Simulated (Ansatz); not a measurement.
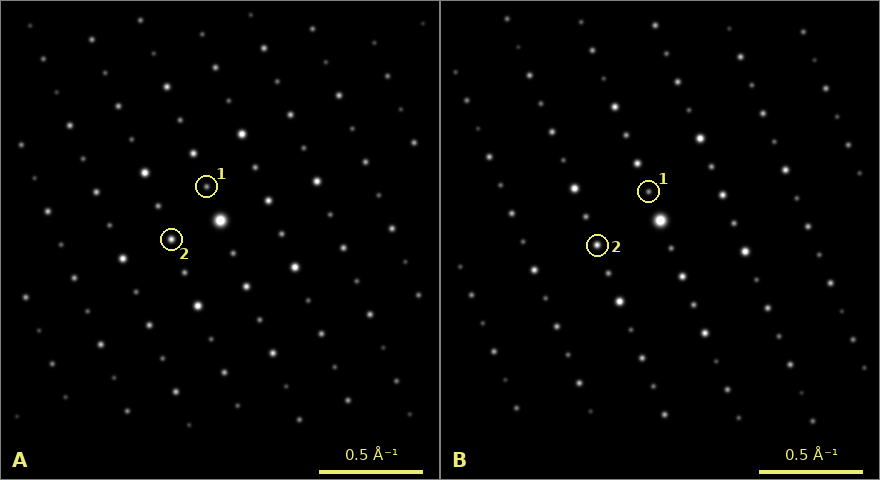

Kinematic electron diffraction patterns (120 kV, B = 0.5 Å², same scale) along [100] of the run's own cell, for the start and the end of one relaxation of Li4GePb with Ansatz 0.2.0, DFT PBE, scalar-relativistic, plane waves, PAW. k mesh 8×8×10. The start is a generated model structure, and the relaxation ends in the nearest stationary point of its symmetry, not necessarily the ground state. Spot 1 is 0 -1 0 and spot 2 is 0 0 -1 in both.

Start structure:

```
Li Ge Pb
1.0
     5.73000    0.00000    0.00000
     0.00000    5.73000    0.00000
     0.00000    0.00000    3.92883
Li Ge Pb
4 1 1
Cartesian
  4.3771 1.3529 1.9644
  4.3771 4.3771 1.9644
  1.3529 4.3771 1.9644
  1.3529 1.3529 1.9644
  0.0000 0.0000 0.0000
  2.8650 2.8650 0.0000
```

### Which pattern belongs to the start structure, and which to the relaxed one?

A is the start: its cell gives d(1) = 5.730 Å, d(2) = 3.929 Å and an angle of 90.0°. B is the relaxed structure, with d(1) = 6.746 Å (+17.7 %), d(2) = 3.037 Å (-22.7 %) and 90.0°.

### Name reflections whose intensity changes strongly on relaxation.

0 6 0 goes from 6.4 to 12 % of the strongest spot; 0 0 2 goes from 72 to 43 % of the strongest spot.

### What did the relaxation do to the structure and the energy?

The volume changed by +7.1 % to 23.03 Å³ an atom; with the mean shift removed, the atoms moved by up to 0.08 Å relative to the cell (Li most); the space group stayed P4/mmm (No. 123); the free energy fell by 150 meV an atom. Relaxed cell: a = 6.746 Å, b = 6.746 Å, c = 3.037 Å, α = 90.00°, β = 90.00°, γ = 90.00°.
